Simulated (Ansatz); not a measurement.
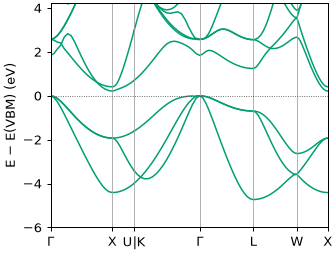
*Band structure from the program Ansatz at the PBE level (PAW)*

Task: Read off the gap and where the band edges lie.

Result: About 0.2 eV (0.22 eV by a search for the band edges); maximum at Γ, minimum at X.

The material is Mg₂Si (fluorite or antifluorite type, space group No. 225).

Space group Fm-3m (fluorite or antifluorite type). The PBE relaxation kept the symmetry of its start.

Potentials: the later of the program's two PAW sets.
